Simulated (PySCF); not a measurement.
Vertical excitations of a molecule C10H8Se from TDA-PBE/def2-SVP (PySCF), as energy in eV (oscillator strength): 4.24 (0.032), 4.29 (0.367), 4.53 (0.133), 4.73 (0.017), 4.82 (0.037), 4.89 (0.009). Lowest triplet (TDA): 2.93 eV. The structure is a stationary point at PBE0-D3(BJ)/def2-SVP. One conformer was computed; it need not be the lowest.

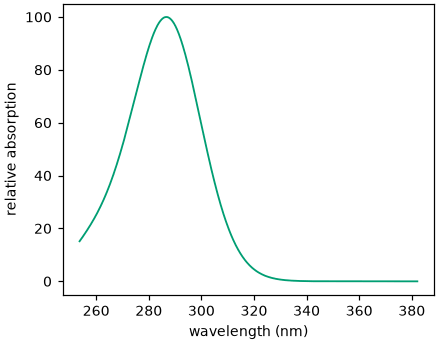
Fig. 1. The lines broadened by 0.4 eV.

Task: Pick the molecule that these values belong to.
(A) c1ccc(-c2cc[se]c2)cc1
(B) c1ccc(-c2ccc[se]2)cc1
(C) C#Cc1[se]cc(C=C)c1C=C

Result: B, c1ccc(-c2ccc[se]2)cc1
